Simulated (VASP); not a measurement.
Band structure of Rb₂PdSe₂ (space group Immm). All values below come from PBEsol GGA, VASP's PBE PAW potentials (set 64) (plane waves; VASP).

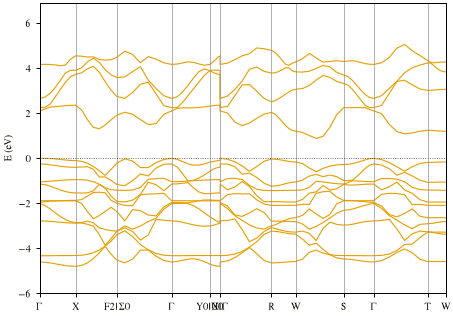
Figure: Bands along high-symmetry lines, zero at the valence-band maximum or, without a gap, the Fermi level

**Question.** Read the plot: is there a gap, and where are the band edges?

**Answer.** The gap is indirect, 0.89 eV, from the valence maximum at Γ to the conduction minimum at W-S at 0.43. (Edges off the drawn lines would not show.)

The structure comes from a computed database's Rb2PdSe2 entry (Immm); how it stands against other phases isn't given here. It was relaxed first.
